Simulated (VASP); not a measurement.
Band structure of Eu (bcc). Level of theory: AM05 GGA, VASP's PBE PAW potentials (set 64) (plane waves; VASP 6.6.1).

The 4f electrons are frozen in the core of the lanthanide potential, so 4f levels, which can set the real gap, and their magnetism are missing.

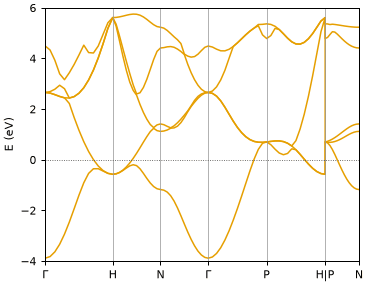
Figure: Bands along high-symmetry lines, zero at the valence-band maximum or, without a gap, the Fermi level

### Question
Read the plot: is there a gap, and where are the band edges?

### Answer
It has no gap at this level: it comes out as a metal or semimetal. (Edges off the drawn lines would not show.)

The compound is Eu in the bcc structure. It was relaxed first, which changed the volume by -14 %.
